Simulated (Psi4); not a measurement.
**BHBr (SMILES [BH]Br): UPBE/aug-cc-pVDZ (sweep point 5)**

Aim: the vertical doublet–quartet gap of BHBr at UPBE/aug-cc-pVDZ (sweep point 5), from 2 runs. 

The calculation is run with Psi4 1.11.

4 further runs of the same task are left out: 4 set aside as unsound or not needed.

### Step 1. Starting point

The species is BHBr (3 atoms), meant as a doublet with charge 0. As SMILES, `[BH]Br`. The shape is that of a PBE0-D4/def2-TZVP optimisation.

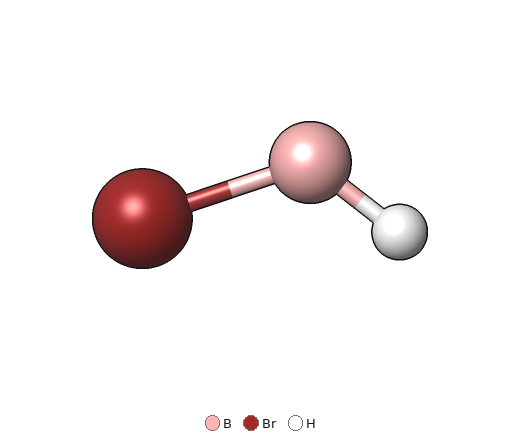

The structure, seen from a chosen angle (boron pink, bromine red, hydrogen white).

### Step 2. The energy at UPBE/aug-cc-pVDZ (sweep point 5)

File job.dat:

```
memory 1600 mb

molecule {
  0 2
  B     -0.17857912    -0.98832676    -0.21864131
  Br     2.23176655     1.06429375     1.34132760
  H     -2.07378545    -0.19842124    -1.14763068
  units au
  symmetry c1
}

set {
  basis aug-cc-pVDZ
  reference uks
  puream true
  scf_type pk
  dft_radial_points 75
  dft_spherical_points 302
  maxiter 150
}

energy("pbe")
```

The run is started by

```sh
psi4 -i job.dat -o job.out -n 1
```

job.out:

```text
[...]
  Running in c1 symmetry.
[...]
  Nuclear repulsion =   58.623728489698934
[...]
  Multiplicity = 2
[...]
  Nalpha       = 21
  Nbeta        = 20
[...]
    Number of basis functions: 68
[...]
   @UKS iter   1: -2598.90278973075647   -1.36270e+00   9.90835e-03 ADIIS/DIIS
[...]
   @UKS iter   9: -2599.08842102720928   -2.55541e-08   3.86593e-07 DIIS
[...]
   @S^2 Observed:                7.529467629E-01
[...]
    Orbital Energies [Eh]
    ---------------------
    Alpha Occupied:
       1A   -481.059849     2A    -61.870504     3A    -55.784509
       4A    -55.783167     5A    -55.782249     6A     -8.456776
       7A     -6.594339     8A     -6.330317     9A     -6.325298
      10A     -6.321976    11A     -2.529967    12A     -2.528782
      13A     -2.526383    14A     -2.522573    15A     -2.522322
      16A     -0.750779    17A     -0.460379    18A     -0.363098
      19A     -0.311538    20A     -0.303047    21A     -0.180537
    Alpha Virtual:
      22A     -0.120513    23A     -0.009948    24A     -0.000670
      25A      0.019188    26A      0.025384    27A      0.039659
[...]
  @UKS Final Energy: -2599.08842102720928
   => Energetics <=
    Nuclear Repulsion Energy =             58.6237284896989337
    One-Electron Energy =               -3730.4921585973297624
    Two-Electron Energy =                1168.0000931766155645
    DFT Exchange-Correlation Energy =     -95.2200840961935029
    Empirical Dispersion Energy =           0.0000000000000000
    VV10 Nonlocal Energy =                  0.0000000000000000
    Total Energy =                      -2599.0884210272092787
[...]
 Multipole Moments:
 ------------------------------------------------------------------------------------
     Multipole            Electronic (a.u.)      Nuclear  (a.u.)        Total (a.u.)
 ------------------------------------------------------------------------------------
 L = 1.  Multiply by 2.5417464519 to convert [e a0] to [Debye]
 Dipole X            :          2.7721696           -2.8160972           -0.0439277
 Dipole Y            :          0.9770690           -0.7678435            0.2092255
 Dipole Z            :         -0.0000000            0.0000000           -0.0000000
 Magnitude           :                                                    0.2137871
[...]
```

It took 20 s on 1 thread of Intel Xeon Platinum 8175M at 2.50GHz (Skylake/Cascade Lake), shared host; peak memory 0.56 GiB.

### Step 3. The quartet

File input.dat:

```
memory 1600 MB

molecule mol {
  0 4
  B     -0.17857912    -0.98832676    -0.21864131
  Br     2.23176655     1.06429375     1.34132760
  H     -2.07378545    -0.19842124    -1.14763068
  units bohr
  symmetry c1
}

set {
  reference            uks
  puream               true
  scf_type             pk
  dft_radial_points    75
  dft_spherical_points 302
  maxiter              150
}

energy("pbe/aug-cc-pVDZ")
print_variables()
```

The run is started by

```sh
psi4 -i input.dat -o output.dat -n 1
```

output.dat:

```text
[...]
  Running in c1 symmetry.
[...]
  Nuclear repulsion =   58.623728489698934
[...]
  Multiplicity = 4
[...]
  Nalpha       = 22
  Nbeta        = 19
[...]
    Number of basis functions: 68
[...]
   @UKS iter   1: -2598.63631402053534   -1.09622e+00   1.03480e-02 DIIS/ADIIS
[...]
   @UKS iter  12: -2598.90869154682741   -9.48148e-09   1.64601e-07 DIIS
[...]
   @S^2 Observed:                3.752881618E+00
[...]
    Orbital Energies [Eh]
    ---------------------
    Alpha Occupied:
       1A   -481.123648     2A    -61.932516     3A    -55.849175
       4A    -55.845038     5A    -55.843268     6A     -8.518686
       7A     -6.537950     8A     -6.397652     9A     -6.386251
      10A     -6.379692    11A     -2.595944    12A     -2.594403
      13A     -2.589279    14A     -2.580714    15A     -2.580390
      16A     -0.803835    17A     -0.481238    18A     -0.387577
      19A     -0.366618    20A     -0.344583    21A     -0.173133
      22A     -0.124394
    Alpha Virtual:
      23A     -0.024466    24A     -0.006643    25A      0.013743
[...]
  @UKS Final Energy: -2598.90869154682741
   => Energetics <=
    Nuclear Repulsion Energy =             58.6237284896989337
    One-Electron Energy =               -3728.5043746538649430
    Two-Electron Energy =                1166.1812499884979388
    DFT Exchange-Correlation Energy =     -95.2092953711592855
    Empirical Dispersion Energy =           0.0000000000000000
    VV10 Nonlocal Energy =                  0.0000000000000000
    Total Energy =                      -2598.9086915468274128
[...]
 Multipole Moments:
 ------------------------------------------------------------------------------------
     Multipole            Electronic (a.u.)      Nuclear  (a.u.)        Total (a.u.)
 ------------------------------------------------------------------------------------
 L = 1.  Multiply by 2.5417464519 to convert [e a0] to [Debye]
 Dipole X            :          3.4098215           -2.8160972            0.5937243
 Dipole Y            :          1.4540459           -0.7678435            0.6862024
 Dipole Z            :         -0.0000000            0.0000000           -0.0000000
 Magnitude           :                                                    0.9074041
[...]
```

Wall time 21 s (1 thread of Intel Xeon Platinum 8175M at 2.50GHz (Skylake/Cascade Lake), shared host); peak memory 0.56 GiB.

### Step 4. Outcome

Level: UPBE/aug-cc-pVDZ (sweep point 5).

| quantity | value |
| --- | --- |
| doublet: total energy | -2599.08842 Eh |
| doublet: dipole moment | 0.54 D |
| doublet: HOMO energy (highest over α and β) | -4.91 eV |
| doublet: LUMO energy (lowest over α and β) | -3.28 eV |
| doublet: ⟨S²⟩ | 0.753 |
| quartet: total energy | -2598.90869 Eh |
| quartet: dipole moment | 2.31 D |
| quartet: HOMO energy (highest over α and β) | -3.38 eV |
| quartet: ⟨S²⟩ | 3.753 |
| vertical energy of the quartet above the doublet | 4.891 eV |

**Reading.** At this shape the quartet lies 4.89 eV (472 kJ/mol) above the doublet.
